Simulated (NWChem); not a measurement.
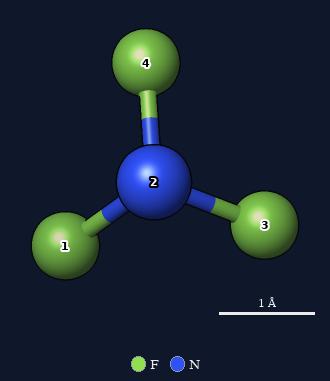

Figure 1. The input geometry (ball-and-stick view, seen on its broad side; atoms are numbered from 1 in the order of the input). Bond lengths as drawn: F–N 1.36 Å.

# Single-point calculation of NF₃ (charge +1) (part 1 of 3)

NF₃, charge +1, multiplicity 2, computed with HF/3-21G, UHF (NWChem 7.3.0).

The geometry is that of the parent species in another charge or spin state. The geometry comes from this level: PBE0-D4/def2-TZVP.

## The input
```
start f3n
memory 2200 mb
charge 1

geometry units bohr noautosym nocenter noautoz
F      1.16031074     0.00064251     2.01620549
N      0.66786701    -0.14012319    -0.50313958
F     -1.20239494    -1.90199045    -0.59004809
F     -0.62578281     2.04149003    -0.92301783
end

basis spherical bse
* library 3-21G
end

scf
nopen 1
uhf
thresh 1e-08
maxiter 80
end

task scf energy
```

Launch command:
```bash
nwchem f3n.nw > f3n.out
```

## Output
```
Northwest Computational Chemistry Package (NWChem) 7.3.0
             --------------------------------------------------------

           Job information
           ---------------

    nwchem branch   = 7.3.0
    use scalapack   = T
    input           = f3n.nw
    prefix          = f3n.
    data base       = ./f3n.db
    status          = startup
    nproc           =        1

           Memory information
           ------------------

    heap     =     72089596 doubles =      550.0 Mbytes
    stack    =     72089601 doubles =      550.0 Mbytes
    global   =    144179200 doubles =     1100.0 Mbytes (distinct from heap & stack)
    total    =    288358397 doubles =     2200.0 Mbytes
    verify   = yes
    hardfail = no

           Directory information
           ---------------------

  0 permanent = .
  0 scratch   = .

                                NWChem Input Module
                                -------------------

                             Geometry "geometry" -> ""
                             -------------------------

 Output coordinates in a.u. (scale by  1.000000000 to convert to a.u.)

  No.       Tag          Charge          X              Y              Z
 ---- ---------------- ---------- -------------- -------------- --------------
    1 F                    9.0000     1.16031074     0.00064251     2.01620549
    2 N                    7.0000     0.66786701    -0.14012319    -0.50313958
    3 F                    9.0000    -1.20239494    -1.90199045    -0.59004809
    4 F                    9.0000    -0.62578281     2.04149003    -0.92301783

      Atomic Mass
      -----------

      F                 18.998400
      N                 14.003070

 Effective nuclear repulsion energy (a.u.)     134.2760595614

            Nuclear Dipole moment (a.u.)
            ----------------------------
        X                 Y               Z
 ---------------- ---------------- ----------------
    -1.3357340200     0.2804164800     1.0062790700

            XYZ format geometry
            -------------------
     4
 geometry
 F                     0.61401005     0.00034000     1.06693007
 N                     0.35342003    -0.07415000    -0.26625002
 F                    -0.63628005    -1.00649007    -0.31224003
 F                    -0.33115003     1.08031008    -0.48844004

 ==============================================================================
                                internuclear distances
 ------------------------------------------------------------------------------
       center one      |      center two      | atomic units |       a.u.
 ------------------------------------------------------------------------------
    2 N                |   1 F                |     2.57088  |     2.57088
    3 F                |   2 N                |     2.57092  |     2.57092
    4 F                |   2 N                |     2.57085  |     2.57085
 ------------------------------------------------------------------------------
                         number of included internuclear distances:          3
 ==============================================================================

 ==============================================================================
                                 internuclear angles
 ------------------------------------------------------------------------------
        center 1       |       center 2       |       center 3       |  degrees
 ------------------------------------------------------------------------------
    1 F                |   2 N                |   3 F                |   102.12
    1 F                |   2 N                |   4 F                |   102.12
    3 F                |   2 N                |   4 F                |   102.12
 ------------------------------------------------------------------------------
                            number of included internuclear angles:          3
 ==============================================================================

 Summary of "ao basis" -> "" (spherical)
 ------------------------------------------------------------------------------
       Tag                 Description            Shells   Functions and Types
 ---------------- ------------------------------  ------  ---------------------
 *                           3-21G                    on all atoms

                      Basis "ao basis" -> "ao basis" (spherical)
                      -----
  [basis functions not shown]

 Summary of "ao basis" -> "ao basis" (spherical)
 ------------------------------------------------------------------------------
       Tag                 Description            Shells   Functions and Types
 ---------------- ------------------------------  ------  ---------------------
 F                           3-21G                   5        9   3s2p
 N                           3-21G                   5        9   3s2p

                                 NWChem SCF Module
                                 -----------------

  ao basis        = "ao basis"
  functions       =    36
  atoms           =     4
  alpha electrons =    17
  beta  electrons =    16
  charge          =   1.00
  wavefunction    = UHF
  input vectors   = atomic
  output vectors  = ./f3n.movecs
  use symmetry    = F
  symmetry adapt  = F

 Summary of "ao basis" -> "ao basis" (spherical)
 ------------------------------------------------------------------------------
       Tag                 Description            Shells   Functions and Types
 ---------------- ------------------------------  ------  ---------------------
 F                           3-21G                   5        9   3s2p
 N                           3-21G                   5        9   3s2p

 Forming initial guess at       0.0s

      Superposition of Atomic Density Guess
      -------------------------------------

 Sum of atomic energies:        -350.58543248

 Renormalizing density from      34.00 to     33

      Non-variational initial energy
      ------------------------------

 Total energy =    -344.492435
 1-e energy   =    -735.750775
 2-e energy   =     256.982280
 HOMO         =      -0.713544
 LUMO         =      -0.200647

 Starting SCF solution at       0.0s

 ----------------------------------------------
         Quadratically convergent UHF

 Convergence threshold     :          1.000E-08
 Maximum no. of iterations :           80
 Integral*density screening:          1.000E-10
 ----------------------------------------------

              iter       energy          gnorm     gmax       time
             ----- ------------------- --------- --------- --------
                 1     -349.7552954066  1.82D+00  4.09D-01      0.1
                 2     -350.1126004560  3.53D-01  8.18D-02      0.1
                 3     -350.1445589609  3.34D-02  1.20D-02      0.2
                 4     -350.1448586486  5.67D-04  1.71D-04      0.4
                 5     -350.1448588278  2.76D-07  7.43D-08      0.6
                 6     -350.1448588278  3.94D-10  1.35D-10      0.8

       Final UHF  results
       ------------------

         Total SCF energy =   -350.144858827847
      One electron energy =   -742.356985884658
      Two electron energy =    257.936067495392
 Nuclear repulsion energy =    134.276059561419

                       Sz =      0.5000
                 Sz(Sz+1) =      0.7500
                      S^2 =      0.7823

        Time for solution =      0.8s

          Final alpha eigenvalues
          -----------------------

              1
    1  -26.6654
    2  -26.6644
    3  -26.6644
    4  -16.2896
    5   -2.1871
    6   -2.0277
    7   -2.0277
    8   -1.5109
    9   -1.2510
   10   -1.2132
   11   -1.2132
   12   -1.1012
   13   -1.1012
   14   -1.0392
   15   -1.0216
   16   -1.0216
   17   -0.9988
   18   -0.1547
   19   -0.1546
   20   -0.1037
   21    0.8362
   22    0.8710
   23    0.8710
   24    1.6679
   25    1.6967
   26    1.6967
   27    1.9416

          Final beta eigenvalues
          ----------------------

              1
    1  -26.6580
    2  -26.6571
    3  -26.6571
    4  -16.2603
    5   -2.1592
    6   -2.0049
    7   -2.0049
    8   -1.4232
    9   -1.1882
   10   -1.1882
   11   -1.1384
   12   -1.0324
   13   -1.0307
   14   -1.0307
   15   -1.0267
   16   -1.0267
   17   -0.4202
   18   -0.0957
   19   -0.0957
   20   -0.0659
   21    0.8811
   22    0.8811
   23    0.9655
   24    1.6988
   25    1.7075
   26    1.7075
   27    1.9459

                    UHF Final Alpha Molecular Orbital Analysis
                    ------------------------------------------

 Vector    7  Occ=1.000000D+00  E=-2.027657D+00
              MO Center= -2.8D-01, -4.4D-01, -1.2D-01, r^2= 1.3D+00
   Bfn.  Coefficient  Atom+Function         Bfn.  Coefficient  Atom+Function
  ----- ------------  ---------------      ----- ------------  ---------------
    24      0.636300  3 F  s                  6     -0.325172  1 F  s
    33     -0.311054  4 F  s                 20      0.205455  3 F  s
    19     -0.203593  3 F  s

 Vector    8  Occ=1.000000D+00  E=-1.510922D+00
              MO Center=  1.5D-01, -3.2D-02, -1.1D-01, r^2= 1.5D+00
   Bfn.  Coefficient  Atom+Function         Bfn.  Coefficient  Atom+Function
  ----- ------------  ---------------      ----- ------------  ---------------
    15      0.660418  2 N  s                  6     -0.362098  1 F  s
    24     -0.362082  3 F  s                 33     -0.362111  4 F  s
    11      0.229073  2 N  s                 10     -0.201099  2 N  s

 Vector    9  Occ=1.000000D+00  E=-1.251037D+00
              MO Center=  1.4D-01, -3.0D-02, -1.1D-01, r^2= 1.5D+00
   Bfn.  Coefficient  Atom+Function         Bfn.  Coefficient  Atom+Function
  ----- ------------  ---------------      ----- ------------  ---------------
    12      0.298179  2 N  px                16      0.252134  2 N  px
    14     -0.224636  2 N  pz                 3      0.218814  1 F  px
     7      0.203107  1 F  px                18     -0.189948  2 N  pz
    22     -0.168894  3 F  py                32     -0.168482  4 F  pz
    36     -0.156201  4 F  pz                26     -0.150398  3 F  py

 Vector   10  Occ=1.000000D+00  E=-1.213200D+00
              MO Center= -1.5D-02, -1.2D-01,  5.7D-02, r^2= 1.7D+00
   Bfn.  Coefficient  Atom+Function         Bfn.  Coefficient  Atom+Function
  ----- ------------  ---------------      ----- ------------  ---------------
    24     -0.228889  3 F  s                  5      0.214700  1 F  pz
     9      0.207227  1 F  pz                 6      0.201692  1 F  s
    14     -0.183961  2 N  pz                12     -0.175269  2 N  px
    13     -0.174844  2 N  py                21      0.159360  3 F  px
    30     -0.159516  4 F  px                22      0.157736  3 F  py

 Vector   11  Occ=1.000000D+00  E=-1.213195D+00
              MO Center= -2.6D-02,  1.3D-01, -2.6D-02, r^2= 1.7D+00
   Bfn.  Coefficient  Atom+Function         Bfn.  Coefficient  Atom+Function
  ----- ------------  ---------------      ----- ------------  ---------------
    13      0.248928  2 N  py                33     -0.248604  4 F  s
     4      0.205976  1 F  py                 8      0.197304  1 F  py
    17      0.195908  2 N  py                31     -0.194763  4 F  py
    35     -0.191862  4 F  py                21     -0.186680  3 F  px
    25     -0.178309  3 F  px                14     -0.166702  2 N  pz

 Vector   12  Occ=1.000000D+00  E=-1.101203D+00
              MO Center= -9.2D-03, -1.3D-02,  2.6D-01, r^2= 1.8D+00
   Bfn.  Coefficient  Atom+Function         Bfn.  Coefficient  Atom+Function
  ----- ------------  ---------------      ----- ------------  ---------------
     7      0.348665  1 F  px                 3      0.341820  1 F  px
    34     -0.267672  4 F  px                30     -0.253627  4 F  px
    25     -0.251013  3 F  px                21     -0.239209  3 F  px
    26      0.194890  3 F  py                22      0.185747  3 F  py
     9     -0.151271  1 F  pz

 Vector   13  Occ=1.000000D+00  E=-1.101201D+00
              MO Center= -2.4D-01,  6.6D-02, -7.2D-02, r^2= 1.8D+00
   Bfn.  Coefficient  Atom+Function         Bfn.  Coefficient  Atom+Function
  ----- ------------  ---------------      ----- ------------  ---------------
    27      0.325408  3 F  pz                36     -0.319038  4 F  pz
    23      0.312398  3 F  pz                32     -0.308590  4 F  pz
     8     -0.265327  1 F  py                 4     -0.245518  1 F  py
    34      0.188611  4 F  px                30      0.186871  4 F  px

 Vector   14  Occ=1.000000D+00  E=-1.039185D+00
              MO Center= -1.2D-01,  2.5D-02,  8.9D-02, r^2= 1.9D+00
   Bfn.  Coefficient  Atom+Function         Bfn.  Coefficient  Atom+Function
  ----- ------------  ---------------      ----- ------------  ---------------
     4      0.335827  1 F  py                 8      0.337361  1 F  py
    23      0.250328  3 F  pz                27      0.251472  3 F  pz
    32     -0.221925  4 F  pz                36     -0.222938  4 F  pz
    30     -0.201184  4 F  px                34     -0.202103  4 F  px
    22     -0.173792  3 F  py                26     -0.174584  3 F  py

 Vector   15  Occ=1.000000D+00  E=-1.021605D+00
              MO Center= -2.9D-02,  1.5D-01,  9.3D-02, r^2= 1.9D+00
   Bfn.  Coefficient  Atom+Function         Bfn.  Coefficient  Atom+Function
  ----- ------------  ---------------      ----- ------------  ---------------
    36      0.306379  4 F  pz                32      0.298022  4 F  pz
     7      0.239093  1 F  px                 3      0.233338  1 F  px
    27      0.200839  3 F  pz                35     -0.197276  4 F  py
    23      0.194745  3 F  pz                 8     -0.188233  1 F  py
     4     -0.185167  1 F  py                 9      0.183943  1 F  pz

 Vector   16  Occ=1.000000D+00  E=-1.021600D+00
              MO Center= -1.3D-01, -1.2D-01,  3.0D-02, r^2= 1.9D+00
   Bfn.  Coefficient  Atom+Function         Bfn.  Coefficient  Atom+Function
  ----- ------------  ---------------      ----- ------------  ---------------
    26      0.310547  3 F  py                22      0.284494  3 F  py
    35      0.249998  4 F  py                31      0.232282  4 F  py
     8      0.223220  1 F  py                 4      0.215174  1 F  py
     7      0.215107  1 F  px                27      0.212326  3 F  pz
     3      0.209685  1 F  px                23      0.210218  3 F  pz

 Vector   17  Occ=1.000000D+00  E=-9.987958D-01
              MO Center=  9.4D-02, -2.0D-02, -7.1D-02, r^2= 1.6D+00
   Bfn.  Coefficient  Atom+Function         Bfn.  Coefficient  Atom+Function
  ----- ------------  ---------------      ----- ------------  ---------------
    12      0.307093  2 N  px                15      0.278842  2 N  s
    25     -0.243556  3 F  px                34     -0.240944  4 F  px
     7     -0.232792  1 F  px                14     -0.231353  2 N  pz
    21     -0.220500  3 F  px                30     -0.219499  4 F  px
     3     -0.216328  1 F  px                16      0.201038  2 N  px

 Vector   18  Occ=0.000000D+00  E=-1.546564D-01
              MO Center=  1.6D-01, -2.0D-01, -2.0D-01, r^2= 1.3D+00
   Bfn.  Coefficient  Atom+Function         Bfn.  Coefficient  Atom+Function
  ----- ------------  ---------------      ----- ------------  ---------------
    17      0.626128  2 N  py                13      0.418824  2 N  py
    24      0.405114  3 F  s                 25      0.390718  3 F  px
    16      0.359678  2 N  px                26      0.317515  3 F  py
    18      0.302826  2 N  pz                 9      0.296990  1 F  pz
    21      0.245106  3 F  px                12      0.240609  2 N  px
```
